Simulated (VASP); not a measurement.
# Y3Ti: cell size against the level of theory

How much does the cell of Y3Ti depend on the functional? The levels: PBE, LDA, PBEsol, r2SCAN, PBE + D3(BJ), BLYP + D4 and TPSS + D4. The cell is invented: it takes the structure of a Materials Project entry for Tb3Zr (space group 139 there), with all of its atoms replaced by other elements, volume scaled by an estimate. It may not be a known or stable phase.

Main program and level: VASP 6.6.1; PBE; plane waves and PAW (Y_sv, Ti_sv), in the first sound run; inputs show where later runs differ.

## 1. The structure

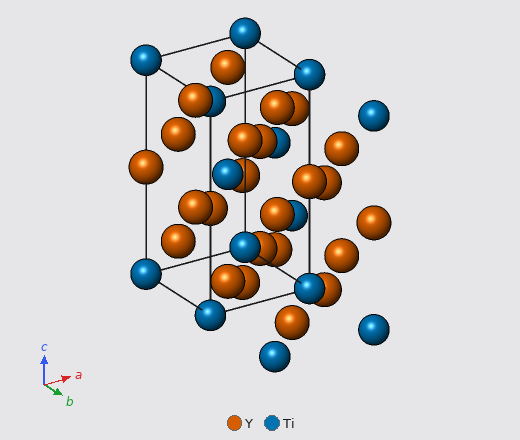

The cell as given, from a free direction (yttrium orange, titanium blue). 1×2×1 cells are drawn. This picture shows the conventional cell, with its axes. Some periodic images of atoms are drawn too.

## 2. Relaxation with PBE

The start need not lie at this functional's minimum. ISIF = 3 frees volume, shape and positions, and EDIFFG sets the threshold on forces and stress at which the search stops. PBE, the usual starting point, adds the gradient of the density.

Contents of INCAR:

```
SYSTEM = Y3Ti
PREC = Accurate
ENCUT = 520
EDIFF = 1E-06
NELM = 100
ISMEAR = -1
SIGMA = 0.05
LREAL = .FALSE.
ALGO = Normal
GGA = PE
LORBIT = 11
LWAVE = .FALSE.
LCHARG = .FALSE.
KPAR = 2
IBRION = 2
NSW = 60
ISIF = 3
EDIFFG = -0.01
```

Contents of POSCAR:

```
Y3Ti
1.0
   -2.4239180000      2.4239180000      4.8257120000
    2.4239180000     -2.4239180000      4.8257120000
    2.4239180000      2.4239180000     -4.8257120000
Y Ti
3 1
Direct
    0.7500000000      0.2500000000      0.5000000000
    0.2500000000      0.7500000000      0.5000000000
    0.5000000000      0.5000000000      0.0000000000
    0.0000000000      0.0000000000      0.0000000000
```

Contents of KPOINTS:

```
Automatic mesh
0
Gamma
7 7 7
0 0 0
```

The projector-augmented-wave data sets are Y_sv and Ti_sv (PBE family, release 64).

Launch:

```console
mpirun -np 2 vasp_std
```

Output:

```text
[banner, memory and clock lines left out]
running    2 mpi-ranks, on    1 nodes
 distrk:  each k-point on    1 cores,    2 groups
 distr:  one band on    1 cores,    1 groups

 POSCAR found type information on POSCAR Y Ti
 POSCAR found :  2 types and       4 ions
 LDA part: xc-table for (Slater+PW92), standard interpolation
 POSCAR, INCAR and KPOINTS ok, starting setup
 FFT: planning ... GRIDC
 FFT: planning ... GRID_SOFT
 FFT: planning ... GRID
 WAVECAR not read
 entering main loop
       N       E                     dE             d eps       ncg     rms          rms(c)
DAV:   1     0.354771506837E+03    0.35477E+03   -0.22206E+04  2160   0.164E+03
DAV:   2     0.116321935865E+02   -0.34314E+03   -0.33830E+03  2239   0.453E+02
DAV:   3    -0.252065221676E+02   -0.36839E+02   -0.35669E+02  3618   0.102E+02
DAV:   4    -0.285871816339E+02   -0.33807E+01   -0.32906E+01  3192   0.267E+01
DAV:   5    -0.287706524627E+02   -0.18347E+00   -0.18092E+00  3231   0.551E+00    0.475E+01
DAV:   6    -0.336834202216E+02   -0.49128E+01   -0.80624E+01  2792   0.269E+01    0.305E+01
DAV:   7    -0.299385022474E+02    0.37449E+01   -0.23581E+02  2959   0.431E+01    0.310E+01
DAV:   8    -0.293841127996E+02    0.55439E+00   -0.61719E+00  2985   0.903E+00    0.150E+01
DAV:   9    -0.274587067242E+02    0.19254E+01   -0.19925E+00  2798   0.595E+00    0.104E+01
DAV:  10    -0.265803571157E+02    0.87835E+00   -0.14870E+00  3269   0.461E+00    0.602E+00
DAV:  11    -0.264605719724E+02    0.11979E+00   -0.11420E-01  3170   0.135E+00    0.514E+00
DAV:  12    -0.263043351581E+02    0.15624E+00   -0.20275E+00  2932   0.542E+00    0.318E+00
DAV:  13    -0.262782505059E+02    0.26085E-01   -0.36709E-01  2669   0.209E+00    0.485E-01
DAV:  14    -0.262863894400E+02   -0.81389E-02   -0.88257E-02  2744   0.118E+00    0.152E+00
DAV:  15    -0.262780345770E+02    0.83549E-02   -0.65916E-02  2695   0.103E+00    0.129E-01
DAV:  16    -0.262780487463E+02   -0.14169E-04   -0.30021E-03  2686   0.270E-01    0.236E-01
DAV:  17    -0.262791760163E+02   -0.11273E-02   -0.67548E-03  2829   0.264E-01    0.459E-01
DAV:  18    -0.262784540660E+02    0.72195E-03   -0.12284E-03  2664   0.121E-01    0.278E-01
DAV:  19    -0.262780435532E+02    0.41051E-03   -0.24830E-03  2909   0.166E-01    0.543E-02
DAV:  20    -0.262780476202E+02   -0.40670E-05   -0.56073E-05  2578   0.263E-02    0.471E-02
DAV:  21    -0.262780485729E+02   -0.95275E-06   -0.28971E-06  2144   0.737E-03
   1 F= -.26278049E+02 E0= -.26250062E+02  d E =-.262780E+02
 curvature:   0.00 expect dE= 0.000E+00 dE for cont linesearch  0.000E+00
 trial: gam= 0.00000 g(F)=  0.559E-50 g(S)=  0.731E-02 ort = 0.000E+00 (trialstep = 0.100E+01)
 search vector abs. value=  0.731E-02
 bond charge predicted
       N       E                     dE             d eps       ncg     rms          rms(c)
DAV:   1    -0.264252055900E+02   -0.14716E+00   -0.27026E+00  2830   0.122E+01    0.344E+00
DAV:   2    -0.269710810113E+02   -0.54588E+00   -0.69691E+00  2793   0.905E+00    0.111E+01
DAV:   3    -0.262803542620E+02    0.69073E+00   -0.59301E+00  2751   0.695E+00    0.141E+00
DAV:   4    -0.262794945187E+02    0.85974E-03   -0.30666E-01  3145   0.207E+00    0.778E-01
DAV:   5    -0.262797485178E+02   -0.25400E-03   -0.21137E-02  2766   0.580E-01    0.587E-01
DAV:   6    -0.262807224932E+02   -0.97398E-03   -0.34604E-03  3093   0.200E-01    0.299E-01
DAV:   7    -0.262820737426E+02   -0.13512E-02   -0.40483E-03  2776   0.226E-01    0.892E-02
DAV:   8    -0.262824121130E+02   -0.33837E-03   -0.50000E-04  3127   0.932E-02    0.467E-02
DAV:   9    -0.262825033627E+02   -0.91250E-04   -0.14497E-04  2733   0.433E-02    0.158E-02
DAV:  10    -0.262825171788E+02   -0.13816E-04   -0.23523E-05  2736   0.220E-02    0.583E-03
DAV:  11    -0.262825196997E+02   -0.25209E-05   -0.58841E-06  2328   0.878E-03    0.213E-03
DAV:  12    -0.262825202702E+02   -0.57047E-06   -0.49955E-07  1332   0.452E-03
   2 F= -.26282520E+02 E0= -.26255569E+02  d E =-.447170E-02
[...]
3 F= -.26282520E+02 E0= -.26255587E+02  d E =-.447097E-02
[...]
4 F= -.26282561E+02 E0= -.26255637E+02  d E =-.410741E-04
 ZBRENT: can't locate minimum, use default step
 trial-energy change:   -0.000041  1 .order   -0.000040   -0.000044   -0.000036
 step:   4.0143(harm=  5.7975)  dis= 0.00000  next Energy=   -26.282647 (dE=-0.127E-03)
 bond charge predicted
       N       E                     dE             d eps       ncg     rms          rms(c)
DAV:   1    -0.262834076590E+02   -0.84724E-03   -0.64879E-02  2166   0.204E+00    0.212E-01
DAV:   2    -0.262828573430E+02    0.55032E-03   -0.20959E-03  2293   0.297E-01    0.111E-01
DAV:   3    -0.262828048071E+02    0.52536E-04   -0.22049E-03  2799   0.223E-01    0.162E-01
DAV:   4    -0.262826098142E+02    0.19499E-03   -0.14997E-03  2721   0.136E-01    0.415E-02
DAV:   5    -0.262826074536E+02    0.23605E-05   -0.61342E-05  2407   0.415E-02    0.218E-02
DAV:   6    -0.262826072491E+02    0.20451E-06   -0.62184E-06  2644   0.179E-02
   5 F= -.26282607E+02 E0= -.26255706E+02  d E =-.877019E-04
 curvature:  -2.43 expect dE=-0.876E-05 dE for cont linesearch -0.675E-06
 trial: gam=-0.07222 g(F)=  0.165E-50 g(S)=  0.360E-05 ort = 0.344E-05 (trialstep = 0.161E+01)
 search vector abs. value=  0.333E-05
 reached required accuracy - stopping structural energy minimisation
```

Elapsed: 7.5 min, on 2 MPI ranks of AMD EPYC 7R43, shared host; peak memory 0.8 GiB.

The logs omit lines about the potential files and the build; timing stands in the text.

OUTCAR, selected parts (step 2):

```text
ion  position               nearest neighbor table
   1  0.750  0.250  0.500-   3 3.42   4 3.42   3 3.42   4 3.42   3 3.42   4 3.42   3 3.42   4 3.42
                             2 3.43   2 3.43   2 3.43   2 3.43
   2  0.250  0.750  0.500-   4 3.42   3 3.42   3 3.42   4 3.42   3 3.42   4 3.42   4 3.42   3 3.42
                             1 3.43   1 3.43   1 3.43   1 3.43
   3  0.500  0.500  0.000-   2 3.42   1 3.42   1 3.42   2 3.42   1 3.42   2 3.42   2 3.42   1 3.42
                             4 3.43   4 3.43   4 3.43   4 3.43
   4  0.000  0.000  0.000-   1 3.42   2 3.42   1 3.42   2 3.42   1 3.42   2 3.42   1 3.42   2 3.42
                             3 3.43   3 3.43   3 3.43   3 3.43

  LATTYP: Found a body centered tetragonal cell.
 ALAT       =     4.8478360000
 C/A-ratio  =     1.9908726285

 Subroutine GETGRP returns: Found 16 space group operations
 (whereof 16 operations were pure point group operations)

The static configuration has the point symmetry D_4h.

 Found     40 irreducible k-points:

   k-points           NKPTS =     40   k-points in BZ     NKDIM =     40   number of bands    NBANDS=     27

   dimension x,y,z NGX =    48 NGY =   48 NGZ =   48
   dimension x,y,z NGXF=    96 NGYF=   96 NGZF=   96

   ENCUT  =  520.0 eV  38.22 Ry    6.18 a.u.  11.01 11.01 11.01*2*pi/ulx,y,z

   NELECT =      45.0000    total number of electrons

 k-points in reciprocal lattice and weights: Automatic mesh
   0.00000000  0.00000000  0.00000000       0.003
   0.14285714  0.00000000  0.00000000       0.023
   0.28571429  0.00000000 -0.00000000       0.023
   0.42857143  0.00000000 -0.00000000       0.023
   0.14285714  0.14285714  0.00000000       0.023
   0.28571429  0.14285714  0.00000000       0.047
   0.42857143  0.14285714  0.00000000       0.047
  -0.42857143  0.14285714  0.00000000       0.047
  -0.28571429  0.14285714  0.00000000       0.047
[...]
-0.42857143  0.42857143  0.42857143       0.012
  -0.42857143 -0.42857143  0.42857143       0.006

 average (electrostatic) potential at core
       1 -36.4276       2 -36.4276       3 -36.4427       4 -77.2225

 E-fermi :   3.9847

 k-point     1 :       0.0000    0.0000    0.0000
  band No.  band energies     occupation
    ...
     17      -0.9988      2.00000
     18       2.0786      2.00000
     19       2.9243      2.00000
     20       2.9264      2.00000
     21       3.2610      2.00000
     22       4.0794      0.26132
     23       4.0794      0.26131
     24       4.0840      0.24110
     25       4.0840      0.24110
     26       5.3506      0.00000
    ...

 k-point     2 :       0.1429    0.0000    0.0000
  band No.  band energies     occupation
    ...
     19       2.9668      2.00000
     20       3.0457      2.00000
     21       3.2700      2.00000
     22       3.6712      1.99622
     23       3.8328      1.90845
     24       4.1690      0.04892
     25       4.3604      0.00109
     26       5.2565      0.00000
     27       5.5031      0.00000

 k-point     3 :       0.2857    0.0000   -0.0000
  band No.  band energies     occupation
    ...
     19       2.7421      2.00000
     20       3.2996      2.00000
     21       3.3757      1.99999
     22       3.4138      1.99998
     23       3.7483      1.98244
     24       4.2298      0.01476
     25       4.4436      0.00021
     26       4.8362      0.00000
     27       4.9677      0.00000

  Total       -0.0076646     -0.0076646     -0.0134581      0.0000000      0.0000000     -0.0000000
  in kB       -0.1100871     -0.1100871     -0.1933001      0.0000000      0.0000000     -0.0000000
  external PRESSURE =      -0.1378248 kB  Pullay stress =       0.0000000 kB

  energy-cutoff  :      520.00
  volume of cell :      111.55
      direct lattice vectors                 reciprocal lattice vectors
    -2.414199592  2.414199592  4.784724270     0.000000000  0.207107980  0.104499230
     2.414199592 -2.414199592  4.784724270     0.207107980  0.000000000  0.104499230
     2.414199592  2.414199592 -4.784724270     0.207107980  0.207107980  0.000000000

 POSITION                                       TOTAL-FORCE (eV/Angst)
 -----------------------------------------------------------------------------------
      0.00000      2.41420      2.39236         0.000000      0.000000      0.000000
      2.41420      0.00000      2.39236        -0.000000     -0.000000     -0.000000
      0.00000      0.00000      4.78472         0.000000      0.000000      0.000000
      0.00000      0.00000      0.00000         0.000000      0.000000      0.000000
 -----------------------------------------------------------------------------------
    total drift:                                0.000000     -0.000000      0.000000

  FREE ENERGIE OF THE ION-ELECTRON SYSTEM (eV)
  ---------------------------------------------------
  free  energy   TOTEN  =       -26.2826072491 eV

  energy  without entropy=      -26.2288053241  energy(sigma->0) =      -26.25570629

 reached required accuracy - stopping structural energy minimisation

 total charge
# of ion       s       p       d       f       tot
--------------------------------------------------
    1        2.288   6.240   1.030   0.011   9.570
    2        2.288   6.240   1.030   0.011   9.570
    3        2.291   6.238   1.033   0.011   9.574
    4        2.217   6.044   1.806   0.000  10.068
--------------------------------------------------
tot          9.084  24.764   4.901   0.033  38.781

[... 3 further parts left out ...]
```

This run has no spin polarisation. Its electron count is odd, so without a moment it is a metal by construction. The k-mesh is coarse for a metal. The run keeps the 16 symmetry operations of its start, so it cannot find a distortion of lower symmetry.

Step by step:

```
step  energy less that of the first step (eV)  largest force (eV/Å)  pressure (GPa)  volume (Å³)
   1                                   0.0000                0.0000           -0.63       113.41
   2                                  -0.0045                0.0000           -0.01       111.58
   3                                  -0.0045                0.0000           -0.02       111.55
   4                                  -0.0045                0.0000            0.00       111.55
   5                                  -0.0046                0.0000           -0.01       111.55
```

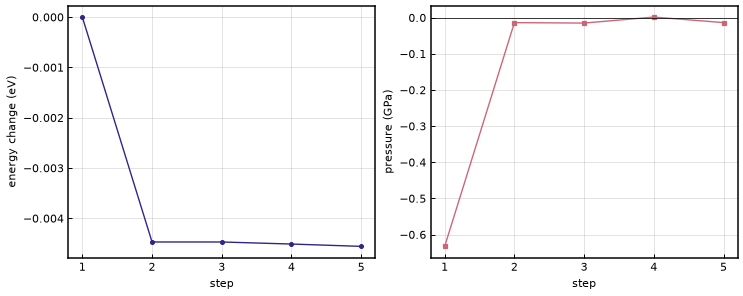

Energy and pressure along the relaxation.

```
conventional cell, symmetrised  before  after  change
                         a (Å)   4.848  4.828  -0.4 %
                         b (Å)   4.848  4.828  -0.4 %
                         c (Å)   9.651  9.569  -0.8 %
              volume (Å³/atom)   28.35  27.89  -1.6 %
```

The relaxed structure:

```
Y Ti
1.0
    -2.41420    2.41420    4.78472
     2.41420   -2.41420    4.78472
     2.41420    2.41420   -4.78472
Y Ti
3 1
Cartesian
  0.0000 2.4142 2.3924
  2.4142 0.0000 2.3924
  0.0000 0.0000 4.7847
  0.0000 0.0000 0.0000
```

Numbers from this step:

| Quantity | Value |
| --- | --- |
| electrons | 45 |
| bands | 27 |
| irreducible k-points | 40 |
| symmetry operations | 16 |
| free energy (TOTEN) | -26.28 eV |
| energy at zero smearing | -26.26 eV |
| Fermi energy | 3.985 eV |
| pressure | -0.01378 GPa |
| metallic | yes |
| SCF cycles over all ionic steps | 49 |

It ends with forces that vanish by symmetry and a pressure of -0.01 GPa. The conventional cell has a = 4.828 and c = 9.569 Å.

(Part 1 of 3 ends here.)

[Lines on the potential files, build, host, timing and source positions are cut from VASP's logs without a mark.]

[Logs are printed without paths, hosts, clocks, repeated set-up lines and the standing remarks that a program may print on its own settings, such as how far it seeks lower states.]

[Hosts, paths, dates, database ids (printed as entryN), source tags and the programs' standing remarks are cut or masked in the printed files.]

[A measured line is paired with the nearest computed mode of its activity, which favours agreement.]
